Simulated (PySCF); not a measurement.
# C₅H₇FN₂Si: NMR shielding calculation

System: C₅H₇FN₂Si, SMILES Cc1cc([SiH3])nnc1F.
Method: GIAO PBE0/pcSseg-1 NMR shielding, non-relativistic, gas phase (PySCF 2.14.0).

The geometry comes from this level: GFN2-xTB. Figures and captions count atoms from 1; the log counts them from 0 in places.

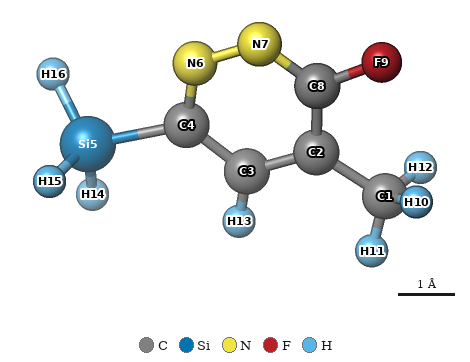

Figure 1. The input geometry (ball-and-stick view, seen at a tilt; atoms are numbered from 1 in the order of the input). Bond lengths as drawn: C–C 1.38 to 1.49 Å, C–F 1.34 Å, C–H 1.08 to 1.09 Å, C–N 1.31 to 1.32 Å, C–Si 1.90 Å, H–Si 1.46 to 1.47 Å and N–N 1.30 Å.

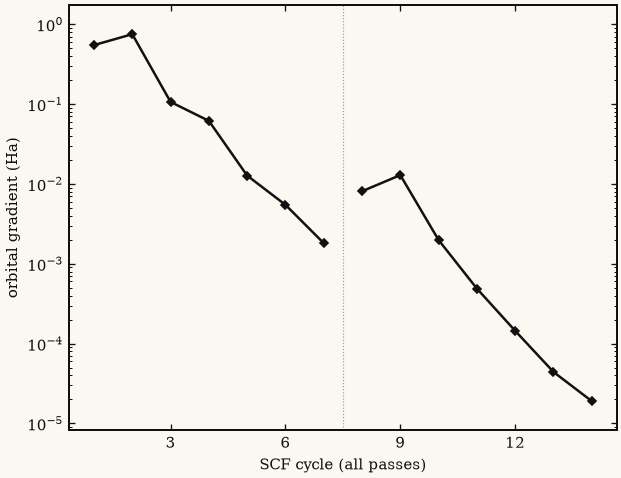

Figure 2. Convergence of the self-consistent field: orbital gradient against the SCF cycle. The dotted line marks the change from a coarse to the final integration grid. The first 7 cycles use a coarse grid, the final grid takes over at cycle 8, and the field converges after 14 cycles in all.

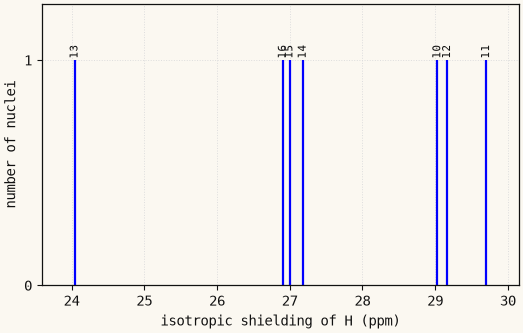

Figure 3. Isotropic shieldings of the hydrogen nuclei in this fixed geometry, labelled by atom number; shielding grows to the right, so chemical shift grows to the left. The least shielded is H13 (24.0 ppm), the most shielded H11 (29.7 ppm).

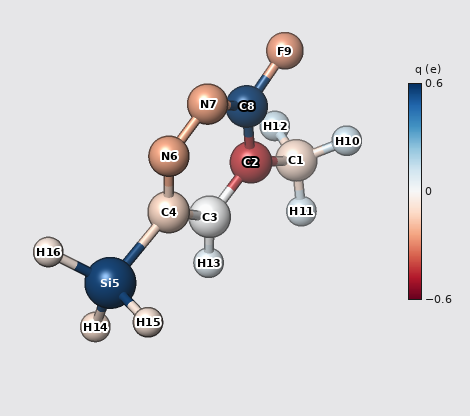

Figure 4. Mulliken charges, as the colour of each atom (ball-and-stick view, seen at a tilt; atoms are numbered from 1 in the order of the input). By element: C −0.43 to +0.57, Si +0.57, N −0.24, F −0.26 and H −0.11 to +0.15 e.

These pictures come from the run below.

## Input file
```
{"job": {"kind": "nmr", "xc": "PBE0", "basis": "pcSseg-1"}, "charge": 0, "multiplicity": 1}
C     -2.469985     0.739169     0.093303
C     -1.190747    -0.005949    -0.079864
C      0.061136     0.515288     0.184156
C      1.192880    -0.280280    -0.033321
Si     2.971618     0.280027     0.304318
N      1.081649    -1.518703    -0.486976
N     -0.084527    -2.038512    -0.737507
C     -1.165758    -1.329440    -0.547419
F     -2.325346    -1.939505    -0.828951
H     -3.203738     0.115955     0.601971
H     -2.309693     1.652274     0.660770
H     -2.880832     0.997564    -0.883090
H      0.171812     1.525757     0.551328
H      2.966936     1.747172     0.276414
H      3.341158    -0.180390     1.642648
H      3.835838    -0.271485    -0.729192
```

The first line tells a small driver script what to run in PySCF; the rest is the geometry in Å.

Launch command:
```bash
OMP_NUM_THREADS=1 python <driver script> task.json out
```

## What the program printed
```
coarse grid: 14608 points
cycle   1  E = -692.7963828690  dE =  1.478e+00  |g| = 5.477e-01  |ddm| = 4.000e+00
cycle   2  E = -692.7536349450  dE =  4.275e-02  |g| = 7.492e-01  |ddm| = 1.107e+00
cycle   3  E = -692.8530660989  dE = -9.943e-02  |g| = 1.063e-01  |ddm| = 6.528e-01
cycle   4  E = -692.8548026591  dE = -1.737e-03  |g| = 6.161e-02  |ddm| = 1.383e-01
cycle   5  E = -692.8557369742  dE = -9.343e-04  |g| = 1.271e-02  |ddm| = 7.176e-02
cycle   6  E = -692.8557664182  dE = -2.944e-05  |g| = 5.472e-03  |ddm| = 1.775e-02
cycle   7  E = -692.8557723931  dE = -5.975e-06  |g| = 1.812e-03  |ddm| = 6.248e-03
final grid: 139160 points
cycle   8  E = -692.9113734903  dE = -3.264e-05  |g| = 8.092e-03  |ddm| = 3.979e-02
cycle   9  E = -692.9113529248  dE =  2.057e-05  |g| = 1.289e-02  |ddm| = 2.109e-02
cycle  10  E = -692.9113874707  dE = -3.455e-05  |g| = 1.981e-03  |ddm| = 1.349e-02
cycle  11  E = -692.9113884238  dE = -9.531e-07  |g| = 4.887e-04  |ddm| = 2.406e-03
cycle  12  E = -692.9113884749  dE = -5.109e-08  |g| = 1.446e-04  |ddm| = 6.437e-04
cycle  13  E = -692.9113884784  dE = -3.467e-09  |g| = 4.418e-05  |ddm| = 1.415e-04
cycle  14  E = -692.9113884787  dE = -3.579e-10  |g| = 1.904e-05  |ddm| = 5.483e-05
converged SCF energy = -692.9113884787

GIAO shielding tensors (ppm)
atom      isotropic    diamagn.    paramagn.     s11        s22        s33       span
  0 C      169.772     243.842     -74.070    158.826    164.246    186.243     27.417
  1 C       58.339     266.453    -208.113    -30.719     32.410    173.327    204.046
  2 C       45.660     256.448    -210.788    -71.368     51.167    157.180    228.548
  3 C       21.195     254.043    -232.848    -94.132      4.673    153.045    247.177
  4 Si     421.256     880.226    -458.969    385.253    424.890    453.625     68.372
  5 N     -212.265     324.111    -536.376   -665.580   -197.097    225.882    891.462
  6 N     -145.758     327.270    -473.028   -511.092   -140.707    214.524    725.616
  7 C       11.466     250.205    -238.739    -90.918     48.299     77.018    167.936
  8 F      259.626     473.639    -214.013    152.549    298.113    328.216    175.667
  9 H       29.030      27.441       1.590     23.807     28.235     35.049     11.242
 10 H       29.701      29.316       0.385     24.624     29.018     35.460     10.836
 11 H       29.164      27.250       1.914     25.081     26.801     35.609     10.528
 12 H       24.042      35.168     -11.126     20.257     21.195     30.676     10.419
 13 H       27.180      29.215      -2.036     23.506     26.671     31.362      7.856
 14 H       26.997      28.504      -1.507     24.501     24.836     31.653      7.153
 15 H       26.906      28.426      -1.520     23.416     25.415     31.887      8.471
```

## Key numbers

- outcome: converged
- total energy: −692.911388 hartree
- HOMO: −6.99 eV
- LUMO: −1.64 eV
- dipole moment: 4.68 D
- isotropic shielding, C: 11.5 to 169.8 ppm
- isotropic shielding, Si: 421.3 ppm
- isotropic shielding, N: −212.3 to −145.8 ppm
- isotropic shielding, F: 259.6 ppm
- isotropic shielding, H: 24.0 to 29.7 ppm
- hardware: 1 CPU thread, shared host
- wall time: 30 s
- peak memory: 0.84 GiB
